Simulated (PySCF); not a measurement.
C4H5F3NO (charge +1)

```yaml
atoms:
  - { symbol: C, position_ang: [3.0940, 0.3130, 0.5934] }
  - { symbol: C, position_ang: [1.7794, -0.0243, 0.2948] }
  - { symbol: N, position_ang: [0.7057, -0.3396, 0.0173] }
  - { symbol: C, position_ang: [-0.6474, -0.5758, -0.1992] }
  - { symbol: O, position_ang: [-1.3508, 0.3365, 0.6267] }
  - { symbol: C, position_ang: [-2.7009, 0.2860, 0.5467] }
  - { symbol: F, position_ang: [-3.1269, 0.5425, -0.6902] }
  - { symbol: F, position_ang: [-3.1642, -0.9225, 0.8654] }
  - { symbol: F, position_ang: [-3.1972, 1.1726, 1.3693] }
  - { symbol: H, position_ang: [3.5172, -0.3883, 1.3198] }
  - { symbol: H, position_ang: [3.1218, 1.3224, 1.0201] }
  - { symbol: H, position_ang: [3.7087, 0.3046, -0.3127] }
  - { symbol: H, position_ang: [-0.8676, -0.4067, -1.2671] }
  - { symbol: H, position_ang: [-0.8723, -1.6209, 0.0736] }
```

Geometry: GFN2-xTB.

These are results of PySCF, PBE0/pcSseg-1, SCF density, gas phase, non-relativistic, not measurements.

**What will maps of the electron density and electron localisation function show?**

C–N (1.15 Å): the density is about 3.3 e/Å³ at the midpoint; the ELF peaks at about 0.85 between the atoms: a short, multiple covalent bond.
C–F (1.31 Å): ρ at the midpoint is about 2.6 e/Å³; the ELF peaks at about 0.85 between the atoms, as expected for a shared but strongly polarised pair.
C–O (1.35 Å): the density is about 2.4 e/Å³ at the midpoint, with its minimum of 2.1 e/Å³ about 0.5 Å from C; the ELF peaks at about 0.90 between the atoms (a polar covalent bond).
C–C (1.39 Å): the density is about 2 e/Å³ at the midpoint; the ELF peaks at about 0.95 between the atoms: localised, covalent bonding.

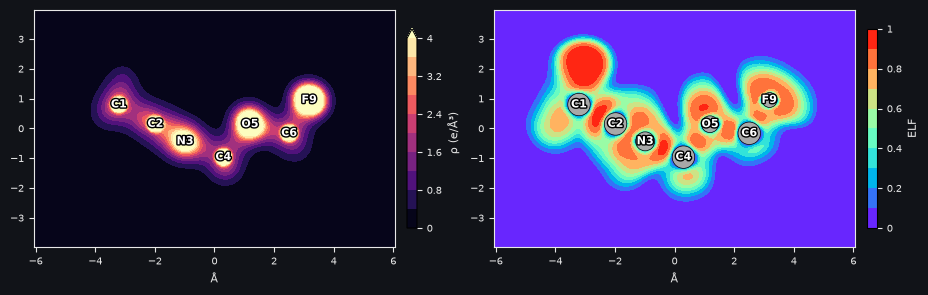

Computed electron density and electron localisation function on the plane of atoms C4, O5 and C6, in this order. Grey discs cover the atomic cores in the ELF map. 
